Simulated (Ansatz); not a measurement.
**Cd3Cu: relaxing a made-up structure**

Starting from a made-up structure for Cd3Cu, the aim is the relaxed cell, its shortest contacts and, where a second run follows, its electronic structure.

Method: DFT, PBE, plane-wave PAW, files of the set soft_1, scalar-relativistic, ferromagnetic start, cell and ions relaxed at zero pressure; PAW set soft_1, in Ansatz 0.2.0.

## 1. Starting point

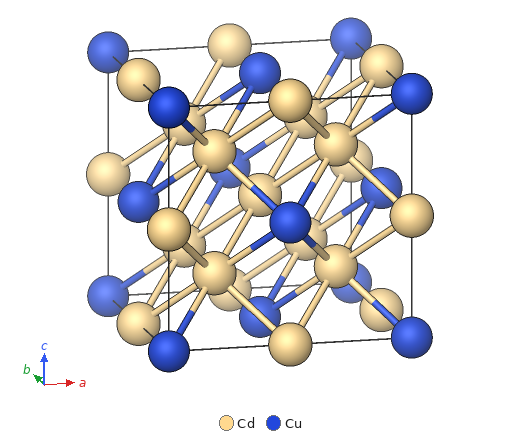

Start, viewed slightly off an axis; cadmium orange, copper blue. This picture shows the conventional cell, with its axes. Some periodic images of atoms are drawn too.

As a file:

```cif
data_structure
_symmetry_space_group_name_H-M 'P 1'
_symmetry_Int_Tables_number 1
_cell_length_a 4.7482
_cell_length_b 4.7482
_cell_length_c 4.7482
_cell_angle_alpha 60.000
_cell_angle_beta 60.000
_cell_angle_gamma 60.000
_cell_volume 75.70
loop_
_atom_site_label
_atom_site_type_symbol
_atom_site_fract_x
_atom_site_fract_y
_atom_site_fract_z
_atom_site_occupancy
Cd1 Cd 0.50000 0.50000 0.50000 1
Cd2 Cd 0.75000 0.75000 0.75000 1
Cd3 Cd 0.25000 0.25000 0.25000 1
Cu4 Cu 0.00000 0.00000 0.00000 1
```

## 2. Relaxation of the guess

The guess takes its coordinates from another compound and its volume from a rule, so the cell and any free coordinates are relaxed together.

Contents of input.yaml:

```yaml
crystal:
  lattice:
    - [0.0, 3.3575, 3.3575]
    - [3.3575, 0.0, 3.3575]
    - [3.3575, 3.3575, 0.0]
  atoms:
    - { symbol: Cd, position: [0.5, 0.5, 0.5] }
    - { symbol: Cd, position: [0.75, 0.75, 0.75] }
    - { symbol: Cd, position: [0.25, 0.25, 0.25] }
    - { symbol: Cu, position: [0.0, 0.0, 0.0], spin: 0.6 }
magnetization:
  spin_polarized: true
kpoints:
  mp_grid: { grid: [7, 7, 7] }
scf:
  occupations: { method: fermi_dirac, width: 0.05 }
hamiltonian:
  xc: pbe
  pseudopotentials: { kind: paw, azcp: { folder: soft_1 } }
relax:
  f_tol: 0.015
  max_steps: 70
  cell: {}
output:
  forces: true
  stress: true
```

Started as:

```
ansatz run input.yaml --threads 4 --pin off --max-ram 8192MiB --backend cpu --events-out ev --progress --plain --runs-dir out
```

Numbers of over 12 decimals in the logs are rounded to 6 here.

Output:

```text
Engine: ansatz 0.2.0, x86_64-unknown-linux-gnu
Pseudopotentials: kind: paw
Pseudopotential: Cd, paw, valence charge 20, recommended cutoff 420 eV (normal), soft_1/Cd.paw.azcp
Pseudopotential: Cu, paw, valence charge 19, recommended cutoff 420 eV (normal), soft_1/Cu.paw.azcp
Functional definition: PBE
  parameter kappa = 0.804
  parameter beta = 0.066725
  exchange = pbe_x(kappa = kappa, mu = beta*pi^2/3)
  correlation = pbe_c(beta = beta)
Crystal: 4 atoms, lattice volume = 75.697 Å³
Basis set: ecut = 420 eV, 1459 PW (Γ), exchange–correlation on 64×64×64 points (8 copies of the dense FFT grid, shifted against one another)
Bands: 48, of which v1, the nominal top of the filled ones, is band 40 counted from 1 (39 counted from 0)
Symmetry: 48 space group operations
Space group: Fm-3m (ITA 225), of the structure as read, at distance tolerance 4.2e-5 Å
Magnetic group: BNS 225.116 (UNI 1618), of the structure as read, at distance tolerance 4.2e-5 Å
k-points: 20 of 343
Non-local potential: Cd, projectors of the file, l = 0: 3, l = 1: 2, l = 2: 2, l = 3: 1
Non-local potential: Cu, projectors of the file, l = 0: 3, l = 1: 2, l = 2: 3, l = 3: 1
PAW form: soft (Blöchl's): semilocal exchange-correlation on the pseudo side does not see the compensation charge
PAW one-centre angular grid: Cd, 590 points (default); XC on 64 Gauss nodes
PAW one-centre angular grid: Cu, 590 points (default); XC on 64 Gauss nodes
Initial density: superposition of atomic densities (chi_scale 0.1, normalization cell)
Starting moments: Σ|m| = 0.6 μB on 1 of 4 sites
Initial wavefunctions: pseudopotential atomic-orbital guess
Functional: x = pbe(κ = 0.804, μ = 0.219515), c = pbe(β = 0.066725)
SCF iter   1: F=—  HF=-31388.970868 eV  |F-HF|=—  |Δ(HF+E_count)|=         —  Δρ=7.31e-2 (↑7.31e-2 ↓2.41e-2)  dr2=4.73e0  dr2_m=5.26e-1  M=0.074 μB ∫|m|=0.161 μB  β_m=0.30  ethr=3.10e-3  ⟨swp⟩=6.0  Hψ=6336  notcnv=0  defer=3
preconditioner: auto → Kerker (q_TF=auto, 2.748 Å⁻¹)  [metal: Δε(μ)=0.029 eV  Ē_g=11.875 eV  σ=0.050 eV  W_gap=0.14  n_scr=26 (ndim 8)  ℏωp=29.3 eV  f_vac=0.000  D(μ)=1.10/eV (n_scr^D=8)]
spin=Collinear: Kerker preconditioning applied to the charge; magnetization (m = ρ↑ − ρ↓) channel mixes plain (no charge-response kernel on spin).
SCF iter   2: F=—  HF=-31388.514735 eV  |F-HF|=—  |Δ(HF+E_count)|=   4.56e-1  Δρ=3.03e-2 (↑2.36e-2 ↓3.03e-2)  dr2=6.31e-1  dr2_m=3.91e-1  M=0.035 μB ∫|m|=0.073 μB  β_m=0.30  ethr=3.10e-3  ⟨swp⟩=2.3  Hψ=3910  notcnv=0  defer=88
SCF iter   3: F=—  HF=-31388.387677 eV  |F-HF|=—  |Δ(HF+E_count)|=   1.27e-1  Δρ=2.62e-2 (↑2.62e-2 ↓1.37e-2)  dr2=4.70e-1  dr2_m=2.05e-1  M=0.028 μB ∫|m|=0.067 μB  β_m=0.30  ethr=7.98e-4  ⟨swp⟩=2.0  Hψ=3158  notcnv=0  defer=88
SCF iter   4: F=—  HF=-31388.262632 eV  |F-HF|=—  |Δ(HF+E_count)|=   1.25e-1  Δρ=1.50e-2 (↑1.25e-2 ↓1.50e-2)  dr2=3.41e-2  dr2_m=1.17e-1  M=0.023 μB ∫|m|=0.048 μB  β_m=0.30  ethr=5.94e-4  ⟨swp⟩=2.0  Hψ=3024  notcnv=0  defer=88
SCF iter   5: F=—  HF=-31388.293465 eV  |F-HF|=—  |Δ(HF+E_count)|=   3.08e-2  Δρ=1.68e-2 (↑3.22e-3 ↓1.68e-2)  dr2=9.54e-2  dr2_m=6.75e-2  M=0.016 μB ∫|m|=0.035 μB  β_m=0.30  ethr=4.32e-5  ⟨swp⟩=2.0  Hψ=3811  notcnv=0  defer=88
SCF iter   6: F=—  HF=-31388.290478 eV  |F-HF|=—  |Δ(HF+E_count)|=   2.99e-3  Δρ=1.07e-2 (↑3.97e-3 ↓1.07e-2)  dr2=2.76e-2  dr2_m=3.70e-2  M=0.012 μB ∫|m|=0.028 μB  β_m=0.30  ethr=4.32e-5  ⟨swp⟩=2.0  Hψ=2306  notcnv=0  defer=88
SCF iter   7: F=—  HF=-31388.288603 eV  |F-HF|=—  |Δ(HF+E_count)|=   1.87e-3  Δρ=7.22e-3 (↑3.72e-3 ↓7.22e-3)  dr2=9.31e-3  dr2_m=2.06e-2  M=0.009 μB ∫|m|=0.022 μB  β_m=0.30  ethr=3.49e-5  ⟨swp⟩=1.2  Hψ=1851  notcnv=0  defer=88
Mixer restart at iter 7: flushing history
spin-set hold released at iteration 7 (site moments contracting): the magnetisation degrees of freedom join the quasi-Newton model from the next iteration; the mixer history was flushed
SCF iter   8: F=—  HF=-31388.288174 eV  |F-HF|=—  |Δ(HF+E_count)|=   4.29e-4  Δρ=4.55e-3 (↑3.63e-3 ↓4.55e-3)  dr2=1.86e-3  dr2_m=1.15e-2  M=0.006 μB ∫|m|=0.018 μB  β_m=0.65  ethr=1.18e-5  ⟨swp⟩=1.2  Hψ=1999  notcnv=0  defer=88
SCF iter   9: F=—  HF=-31388.291724 eV  |F-HF|=—  |Δ(HF+E_count)|=   3.55e-3  Δρ=3.15e-3 (↑1.65e-3 ↓3.15e-3)  dr2=1.11e-2  dr2_m=3.95e-4  M=0.001 μB ∫|m|=0.005 μB  β_m=0.50  ethr=2.36e-6  ⟨swp⟩=2.0  Hψ=3609  notcnv=0  defer=88
SCF iter  10: F=—  HF=-31388.288773 eV  |F-HF|=—  |Δ(HF+E_count)|=   2.95e-3  Δρ=9.67e-4 (↑9.67e-4 ↓3.70e-4)  dr2=6.26e-4  dr2_m=6.41e-5  M=-0.000 μB ∫|m|=0.003 μB  β_m=0.75  ethr=2.36e-6  ⟨swp⟩=2.0  Hψ=3560  notcnv=0  defer=88
SCF iter  11: F=—  HF=-31388.288797 eV  |F-HF|=—  |Δ(HF+E_count)|=   2.43e-5  Δρ=9.54e-5 (↑9.54e-5 ↓9.21e-5)  dr2=1.56e-5  dr2_m=4.11e-7  M=0.000 μB ∫|m|=0.000 μB  β_m=0.66  ethr=7.93e-7  ⟨swp⟩=2.0  Hψ=2130  notcnv=0  defer=88
SCF iter  12: F=—  HF=-31388.288817 eV  |F-HF|=—  |Δ(HF+E_count)|=   1.94e-5  Δρ=4.63e-5 (↑3.53e-5 ↓4.63e-5)  dr2=1.81e-6  dr2_m=5.29e-8  M=-0.000 μB ∫|m|=0.000 μB  β_m=0.71  ethr=1.98e-8  ⟨swp⟩=2.0  Hψ=3126  notcnv=0  defer=88
SCF iter  13: F=—  HF=-31388.288821 eV  |F-HF|=—  |Δ(HF+E_count)|=   4.40e-6  Δρ=2.05e-5 (↑1.78e-5 ↓2.05e-5)  dr2=8.53e-7  dr2_m=1.50e-8  M=-0.000 μB ∫|m|=0.000 μB  β_m=0.86  ethr=2.29e-9  ⟨swp⟩=2.0  Hψ=2177  notcnv=0  defer=88
SCF iter  14: F=—  HF=-31388.288821 eV  |F-HF|=—  |Δ(HF+E_count)|=   2.73e-7  Δρ=4.39e-6 (↑4.39e-6 ↓3.22e-6)  dr2=9.55e-8  dr2_m=6.20e-10  M=-0.000 μB ∫|m|=0.000 μB  β_m=0.93  ethr=1.27e-10  ⟨swp⟩=2.0  Hψ=5798  notcnv=0
SCF iter  15: F=-31388.288821 eV  HF=-31388.288821 eV  |F-HF|=5.48e-9  |Δ(HF+E_count)|=   2.90e-9  Δρ=1.37e-6 (↑1.37e-6 ↓8.99e-7)  dr2=6.97e-9  dr2_m=7.66e-11  M=0.000 μB ∫|m|=0.000 μB  ethr=1.21e-10  ⟨swp⟩=3.0  Hψ=5228  notcnv=0
WARN: the starting moments were not kept: the SCF closed with an absolute magnetisation of 2.9e-6 μB, where they sum to 0.6 μB in size (1 site). That is at most 0.1 of that sum. Measured as dr2_m measures the in/out step, that magnetisation stands 6.9e-12 eV from none, at or under the dr2_threshold of 1.0e-7 eV: it is no larger than a step whose dr2_m would equal this threshold. The system may hold no moment; this SC [...]
SCF 1 converged in 15 iterations: F = -31388.288821 eV  dr2 = 6.97e-9
  greatest PAW one-centre occupation: 1.000 electrons in one spin orbital (limit 2), on the Cd atom at site 0 (counted from 0), in its partial waves of l = 0
relax step   1: F+E_penalty+E_count = -31388.28882146 eV  Δ(F+E_penalty+E_count) = +0.000e0 eV  max|allowed force component| = 1.735e-18 eV/Å  Δτ_max = 0.0000 Å  P = +0.548 GPa  Ω = 75.697 Å³  (15 SCF iters, dr2 threshold 1.00e-7 eV, accepted)
[...]
spin=Collinear: Resta preconditioning applied to the charge; magnetization (m = ρ↑ − ρ↓) channel mixes plain (no charge-response kernel on spin).
SCF iter   2: F=—  HF=-31388.289725 eV  |F-HF|=—  |Δ(HF+E_count)|=   2.76e-5  Δρ=1.17e-4 (↑9.27e-5 ↓1.17e-4)  dr2=2.12e-5  dr2_m=2.41e-6  M=0.000 μB ∫|m|=0.000 μB  β_m=0.30  ethr=2.70e-7  ⟨swp⟩=2.0  Hψ=2160  notcnv=0
SCF iter   3: F=—  HF=-31388.289705 eV  |F-HF|=—  |Δ(HF+E_count)|=   1.98e-5  Δρ=9.33e-5 (↑9.33e-5 ↓4.91e-5)  dr2=1.35e-5  dr2_m=1.24e-6  M=0.000 μB ∫|m|=0.000 μB  β_m=0.41  ethr=2.68e-8  ⟨swp⟩=2.0  Hψ=3459  notcnv=0
SCF iter   4: F=—  HF=-31388.289702 eV  |F-HF|=—  |Δ(HF+E_count)|=   3.15e-6  Δρ=3.00e-5 (↑2.57e-5 ↓3.00e-5)  dr2=1.19e-6  dr2_m=4.66e-8  M=0.000 μB ∫|m|=0.000 μB  β_m=0.71  ethr=1.71e-8  ⟨swp⟩=2.0  Hψ=2798  notcnv=0
SCF iter   5: F=—  HF=-31388.289702 eV  |F-HF|=—  |Δ(HF+E_count)|=   4.35e-7  Δρ=1.42e-5 (↑1.36e-5 ↓1.42e-5)  dr2=3.32e-7  dr2_m=2.48e-10  M=0.000 μB ∫|m|=0.000 μB  β_m=0.76  ethr=1.50e-9  ⟨swp⟩=2.6  Hψ=3240  notcnv=0
SCF iter   6: F=-31388.289702 eV  HF=-31388.289702 eV  |F-HF|=7.45e-9  |Δ(HF+E_count)|=   4.39e-8  Δρ=2.44e-6 (↑2.44e-6 ↓2.42e-6)  dr2=7.86e-9  dr2_m=4.02e-12  M=0.000 μB ∫|m|=0.000 μB  ethr=1.67e-10  ⟨swp⟩=3.5  Hψ=5159  notcnv=0
the starting moments were not kept: the SCF closed with an absolute magnetisation of 2.5e-6 μB, where they sum to 0.6 μB in size (1 site). That is at most 0.1 of that sum. Measured as dr2_m measures the in/out step, that magnetisation stands 1.6e-12 eV from none, at or under the dr2_threshold of 1.3e-7 eV: it is no larger than a step whose dr2_m would equal this threshold.
SCF 3 converged in 6 iterations: F = -31388.289702 eV  dr2 = 7.86e-9
relax step   3: F+E_penalty+E_count = -31388.28970203 eV  Δ(F+E_penalty+E_count) = -3.208e-4 eV  max|allowed force component| = 4.048e-18 eV/Å  Δτ_max = 0.0000 Å  P = -0.007 GPa  Ω = 76.377 Å³  energy of the carried Pulay correction = -2.519e-4 eV  (6 SCF iters, dr2 threshold 1.32e-7 eV, accepted)
Initial wavefunctions: pseudopotential atomic-orbital guess (no wavefunctions were taken with the density)
iter 1 solved again at ethr=1.18e-8 eV; its pass at ethr=3.10e-3 eV (dr2=9.30e-6 eV) is discarded
SCF iter   1: F=—  HF=-31388.289815 eV  |F-HF|=—  |Δ(HF+E_count)|=         —  Δρ=1.06e-4 (↑1.06e-4 ↓1.06e-4)  dr2=7.59e-7  dr2_m=4.04e-12  M=0.000 μB ∫|m|=0.000 μB  β_m=0.30  ethr=1.18e-8  ⟨swp⟩=3.1  Hψ=11736  notcnv=0
preconditioner: auto → Resta (q_TF=auto, 2.744 Å⁻¹)  ε∞=6.6  [insulator: Δε(μ)=0.124 eV  Ē_g=12.357 eV  σ=0.050 eV  W_gap=0.53  n_scr=26 (ndim 8)  ℏωp=29.1 eV  f_vac=0.000  D(μ)=1.45/eV (n_scr^D=8)  ε∞_Penn≈6.6]
spin=Collinear: Resta preconditioning applied to the charge; magnetization (m = ρ↑ − ρ↓) channel mixes plain (no charge-response kernel on spin).
SCF iter   2: F=—  HF=-31388.289893 eV  |F-HF|=—  |Δ(HF+E_count)|=   7.80e-5  Δρ=7.59e-5 (↑7.59e-5 ↓7.59e-5)  dr2=6.41e-7  dr2_m=1.96e-12  M=0.000 μB ∫|m|=0.000 μB  β_m=0.54  ethr=9.61e-10  ⟨swp⟩=2.0  Hψ=2132  notcnv=0
SCF iter   3: F=—  HF=-31388.289959 eV  |F-HF|=—  |Δ(HF+E_count)|=   6.56e-5  Δρ=3.04e-5 (↑3.04e-5 ↓3.04e-5)  dr2=2.01e-7  dr2_m=4.40e-13  M=0.000 μB ∫|m|=0.000 μB  β_m=0.55  ethr=8.11e-10  ⟨swp⟩=2.0  Hψ=2178  notcnv=0
SCF iter   4: F=—  HF=-31388.289970 eV  |F-HF|=—  |Δ(HF+E_count)|=   1.15e-5  Δρ=9.41e-7 (↑9.37e-7 ↓9.41e-7)  dr2=4.36e-10  dr2_m=2.60e-13  M=0.000 μB ∫|m|=0.000 μB  β_m=0.57  ethr=2.55e-10  ⟨swp⟩=2.0  Hψ=3488  notcnv=0
SCF iter   5: F=—  HF=-31388.289969 eV  |F-HF|=—  |Δ(HF+E_count)|=   6.57e-7  Δρ=1.55e-6 (↑1.54e-6 ↓1.55e-6)  dr2=1.14e-9  dr2_m=9.64e-14  M=0.000 μB ∫|m|=0.000 μB  β_m=0.78  ethr=1.00e-12  ⟨swp⟩=4.0  Hψ=5891  notcnv=0
SCF iter   6: F=—  HF=-31388.289969 eV  |F-HF|=—  |Δ(HF+E_count)|=   1.76e-8  Δρ=6.59e-7 (↑6.59e-7 ↓6.59e-7)  dr2=6.49e-11  dr2_m=2.19e-16  M=-0.000 μB ∫|m|=0.000 μB  β_m=0.70  ethr=1.00e-12  ⟨swp⟩=2.0  Hψ=3502  notcnv=0
SCF iter   7: F=—  HF=-31388.289969 eV  |F-HF|=—  |Δ(HF+E_count)|=   5.26e-9  Δρ=1.26e-7 (↑1.26e-7 ↓1.25e-7)  dr2=3.30e-12  dr2_m=1.24e-15  M=0.000 μB ∫|m|=0.000 μB  β_m=0.85  ethr=1.00e-12  ⟨swp⟩=3.6  Hψ=5296  notcnv=0
SCF iter   8: F=-31388.289969 eV  HF=-31388.289969 eV  |F-HF|=0.00e0  |Δ(HF+E_count)|=  2.00e-10  Δρ=1.35e-8 (↑1.35e-8 ↓1.34e-8)  dr2=1.04e-13  dr2_m=8.85e-17  M=0.000 μB ∫|m|=0.000 μB  ethr=1.00e-12  ⟨swp⟩=3.0  Hψ=3998  notcnv=0
the starting moments were not kept: the SCF closed with an absolute magnetisation of 9.7e-9 μB, where they sum to 0.6 μB in size (1 site). That is at most 0.1 of that sum. Measured as dr2_m measures the in/out step, that magnetisation stands 2.4e-17 eV from none, at or under the dr2_threshold of 4.0e-11 eV: it is no larger than a step whose dr2_m would equal this threshold.
SCF 4 converged in 8 iterations: F = -31388.289969 eV  dr2 = 1.04e-13
relax step   4: F+E_penalty+E_count = -31388.28996948 eV  Δ(F+E_penalty+E_count) = -2.675e-4 eV  max|allowed force component| = 9.396e-19 eV/Å  Δτ_max = 0.0000 Å  P = -0.009 GPa  Ω = 76.377 Å³  stress off target by 9.01e-3 GPa  SCF on the basis re-selected at this cell (its energy is not comparable with the rows above)  (8 SCF iters)
basis re-selected at this cell: Δ(F+E_penalty+E_count) = -2.675e-4 eV, ΔP = -0.002 GPa vs the last step (what re-selecting the basis moved, of the pressure what is left beyond the Pulay correction that the steps carried, after the strain that the cell walked since its last selection, with what the two solves' SCF thresholds leave and, on support functions, any second-order correction that the steps lacked; it is no m [...]
SCF converged after 8 iterations
Magnetization: 0.0000 μB (39.5000 up, 39.5000 down)
Absolute magnetization: 0.0000 μB (∫|ρ↑−ρ↓|, with the PAW one-centre terms)
Spin contamination: 0.0000 ħ² per cell (⟨S²⟩ above its minimum at these occupations)
Per-site moments (μB) at R_I (Å): [(-4.405083037628521e-10, 1.203001), (-7.902133431741954e-11, 1.203001), (-7.902133314841882e-11, 1.203001), (2.1806602154401728e-10, 1.203001)]
Free energy (F): -31388.289969 eV
Harris-Foulkes:  -31388.289969 eV  (|F-HF|=0.00e0)
Internal energy: -31388.277825 eV  (E = F + TS)
E sigma→0 (E₀):  -31388.283897 eV
Entropy (-TS):   -0.012144 eV (-3.036 meV/atom)
Fermi energy:    15.202733 eV
--- Per-component energies (eV) ---
  E_band       = -1558.286692
  E_kinetic    = 1580.552228
  E_local      = -13552.862556  (includes V_loc(G=0)·N_el)
  E_nonlocal   = 1251.412281
  E_hartree    = 6126.330270
  E_xc         = -539.496175
  E_vxc        = -678.545530  (∫ρ·V_xc dr)
  E_paw        = -14111.381461  (= ΣΔE_a)
  E_vpaw       = -2411.505898  (= ΣTr[D̂ρ^β])
  E_aug_tail   = 0.002218  (compensation charges beyond the density's cutoff)
  E_ewald      = -12142.834630
  E_smearing   = -0.012144  (= −TS)
  E_closure    = 0.000000  (closes the sum)
  Σ components = -31388.289969   (vs F -31388.289969, Δ=0.00e0)
--- Forces (eV/Å), atoms counted from 1 ---
  atom   1  Cd     0.00000000    -0.00000000     0.00000000
  atom   2  Cd     0.00000000     0.00000000    -0.00000000
  atom   3  Cd     0.00000000    -0.00000000    -0.00000000
  atom   4  Cu    -0.00000000    -0.00000000    -0.00000000
  max |Σ_I F_I| component: 2.31e-18 eV/Å
--- Stress (GPa, compression-positive) ---
       -0.009012       0.000000       0.000000
        0.000000      -0.009012      -0.000000
        0.000000      -0.000000      -0.009012
  P = ⅓ Tr σ = -0.0090 GPa (-0.090 kbar)
--- Relaxed structure (3 steps of the walk, 3 accepted, 1 SCFs on fresh bases) ---
  F+E_penalty+E_count = -31388.28996948 eV   max|allowed force component| = 9.396e-19 eV/Å   (the final SCF, on the basis selected at the relaxed cell)
  cell:  # Å, volume = 76.3774 Å³
    - [0, 3.367531, 3.367531]
    - [3.367531, 0, 3.367531]
    - [3.367531, 3.367531, 0]
  atoms:
    - { symbol: Cd, position: [0.5, 0.5, 0.5] }
    - { symbol: Cd, position: [0.750000, 0.750000, 0.750000] }
    - { symbol: Cd, position: [0.25, 0.25, 0.25] }
    - { symbol: Cu, position: [0, 0, 0] }
```

The job ended after 7.5 s (4 threads of Intel Xeon Platinum 8259CL at 2.50GHz (Skylake/Cascade Lake), shared host; peak memory 0.51 GiB; 27 s of CPU time).

The steps of the relaxation:

```csv
step,energy less that of the first step (eV),largest force component (eV/Å),pressure (GPa),volume (Å³)
1,0.0000,0.0000,0.55,75.70
2,-0.0006,0.0000,-0.23,76.67
3,-0.0009,0.0000,-0.01,76.38
4*,-0.0011,0.0000,-0.01,76.38
```

Relaxation steps marked * repeat the geometry before them on a plane-wave basis chosen anew for their cell, so energy and pressure can jump there.

Forces are held to the 48 operations that the run works with; a distortion that breaks them can't arise in this run.

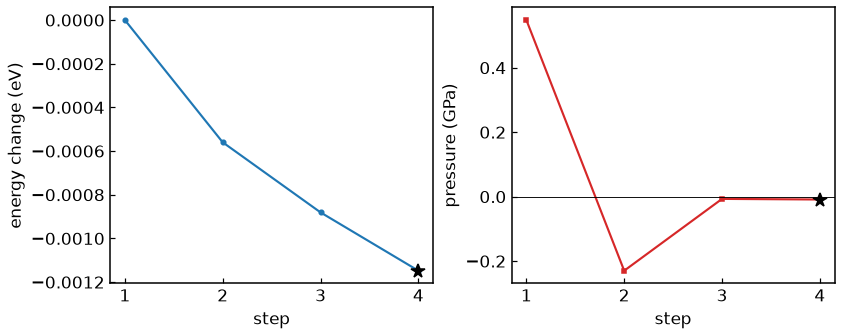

Energy and pressure along the relaxation. Stars mark steps on a basis chosen anew.

```
conventional cell, symmetrised  before  after  change
                         a (Å)   6.715  6.735  +0.3 %
                         b (Å)   6.715  6.735  +0.3 %
                         c (Å)   6.715  6.735  +0.3 %
              volume (Å³/atom)   18.92  19.09  +0.9 %
```

The relaxed structure:

```xyz
4
Lattice="0.0000 3.3675 3.3675 3.3675 0.0000 3.3675 3.3675 3.3675 0.0000" Properties=species:S:1:pos:R:3 pbc="T T T"
Cd    3.3675    3.3675    3.3675
Cd    5.0513    5.0513    5.0513
Cd    1.6838    1.6838    1.6838
Cu    0.0000    0.0000    0.0000
```

This step gave:

```yaml
free_energy: -31388.2900 eV
energy_at_zero_smearing: -31388.2839 eV
smearing_term_ts: 0.01214 eV
fermi_energy: 15.20 eV
electrons: 79
symmetry_operations: 48
pressure: -0.009012 GPa
```

The shortest distance of each pair, which need not be the same contact before and after:

```
 pair  guess (Å)  relaxed (Å)
Cd–Cd      2.908        2.916
Cd–Cu      2.908        2.916
Cu–Cu      4.748        4.762
```

The relaxation ends with a pressure of -0.01 GPa. No moment survives the cycle: this start ends non-magnetic.

## 3. Summary of results

| Item | Value |
| --- | --- |
| space group, relaxed | Fm-3m |
| conventional cell | a = 6.735, b = 6.735, c = 6.735 Å; α = 90.0°, β = 90.0°, γ = 90.0° |
| volume per atom | 19.09 Å³ (guess 18.92) |
| total moment | 0.00 μB in the cell of 4 atoms |

Cd3Cu relaxes to Fm-3m with a = 6.735, b = 6.735 and c = 6.735 Å. The guessed volume was near the relaxed one. The space group Fm-3m was held in the relaxation, so the end point is a stationary structure within it and may be a saddle against distortions or other arrangements. The moments died out from this one start and weren't seeded again at the relaxed cell. Mesh and cutoff weren't tested. No dispersion term is used, so weakly bound directions may come out too long. Nothing here tests whether the compound is stable against decomposition.

[Logs are printed without paths, hosts, clocks, repeated set-up lines and the standing remarks that a program may print on its own settings, such as how far it seeks lower states.]

[Hosts, paths, dates, database ids (printed as entryN), source tags and the programs' standing remarks are cut or masked in the printed files.]
